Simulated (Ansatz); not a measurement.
SiNH₃BrCl: single-point calculation

SiNH₃BrCl, SMILES N[SiH](Cl)Br, computed with RKS PBE0-D4/def2-TZVPP (Ansatz 0.2.0).

The geometry comes from this level: PBE0-D4/def2-TZVP.

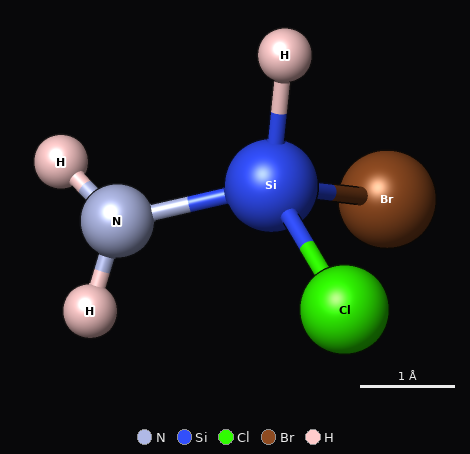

Figure 1. The structure as given in the input (ball-and-stick view, seen at a tilt). Bond lengths as drawn: Br–Si 2.23 Å, Cl–Si 2.04 Å, H–N 1.01 Å, H–Si 1.47 Å and N–Si 1.69 Å.

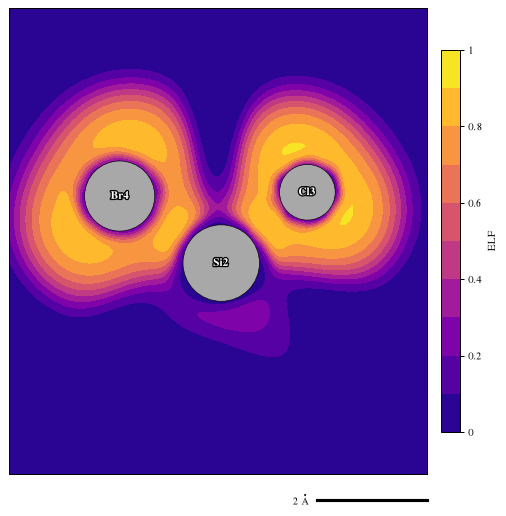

Figure 2. Electron localisation function on the plane of atoms Cl3, Si2 and Br4. Grey discs, where drawn, cover atomic cores. Atoms in the plane: Si, Cl and Br. Si–Cl (2.04 Å): the ELF peaks at about 0.90 between the atoms (a shared but strongly polarised pair).

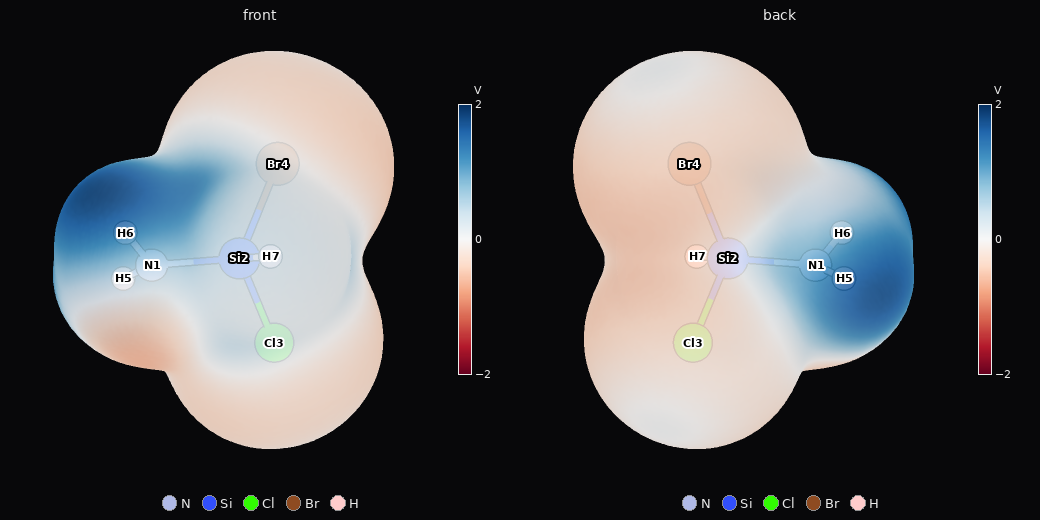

Figure 3. The molecular electrostatic potential painted on the density surface at 0.001 e/bohr³, seen at a tilt and from behind; the colour scale runs from red (negative) to blue (positive).

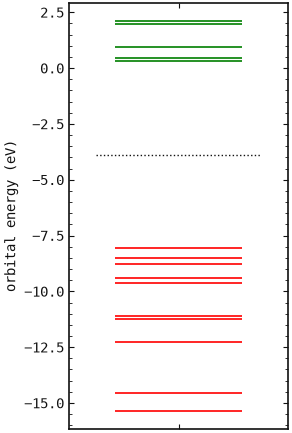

Figure 4. Orbital energies near the frontier; the dotted line parts filled from empty levels, and levels within 0.02 eV of each other stand side by side. Highest filled −8.07 eV, lowest empty 0.31 eV, 8.38 eV apart.

These pictures come from the run below.

**Input file**
```yaml
crystal:
  periodic: [false, false, false]
  atoms:
    - {symbol: N, position_ang: [-0.095632, 1.096264, 0.190889]}
    - {symbol: Si, position_ang: [0.276946, -0.535466, -0.064694]}
    - {symbol: Cl, position_ang: [0.094944, -1.496687, 1.726184]}
    - {symbol: Br, position_ang: [-1.045363, -1.589324, -1.512967]}
    - {symbol: H, position_ang: [-0.896471, 1.352364, 0.746542]}
    - {symbol: H, position_ang: [0.080555, 1.768078, -0.539846]}
    - {symbol: H, position_ang: [1.646322, -0.663228, -0.591709]}
basis:
  gaussian: {orbitals: def2-TZVPP}
hamiltonian: {xc: pbe0, dispersion: d4}
output: {orbitals: {seedname: orbitals}}
```

Command:
```bash
ansatz run in.yaml --threads 4 --pin off --events-out ev --progress --plain --max-ram 10444MiB
```

**The program's output**
```
Functional definition: PBE0
  name "PBE0"
  cite "Adamo & Barone, J. Chem. Phys. 110, 6158 (1999) doi:10.1063/1.478522"
  cite "Perdew, Burke & Ernzerhof, Phys. Rev. Lett. 77, 3865 (1996) doi:10.1103/PhysRevLett.77.3865"
  parent pbe
  parameter a = 0.25
  parameter kappa = 0.804
  parameter beta = 0.06672455060314922
  exchange = (1 - a)*pbe_x(kappa = kappa, mu = beta*pi^2/3) + a*exact_x
  correlation = pbe_c(beta = beta)
1361 factors; their error is unknown
mean field evaluation 1: about -91966.9403 eV, gradient 5.7e1 eV
mean field evaluation 2: about -91958.4244 eV, gradient 8.0e1 eV
mean field evaluation 4: about -91972.8518 eV, gradient 3.2e0 eV
mean field evaluation 8: about -91972.8693 eV, gradient 5.7e-2 eV
mean field evaluation 16: about -91973.3530 eV, gradient 5.7e-5 eV
mean field -91973.35304260 eV, -3379.9583825377 hartree, gradient 5.7e-5 eV, S^2 0.000000; 0 other end points of the search recorded, 0 dependent functions left out
reference -91973.35307160 eV, -3379.9583836036 hartree; 38, 38 occupied and 167, 167 virtual orbitals, 1361 factors
Total energy: -91973.52519058 eV, -3379.9647088592 hartree
```

**Results in brief**

- outcome: converged
- total energy: −91973.5252 eV
- mean-field energy: −91973.3531 eV
- dispersion energy: −0.1721 eV
- SCF solution under orbital rotations: stable
- HOMO: −8.07 eV
- LUMO: 0.31 eV
- hardware: 4 threads of Arm Neoverse V1, 23 GiB of memory available, shared host
- wall time: 2.9 s (CPU time 11 s)
- peak memory: 0.62 GiB
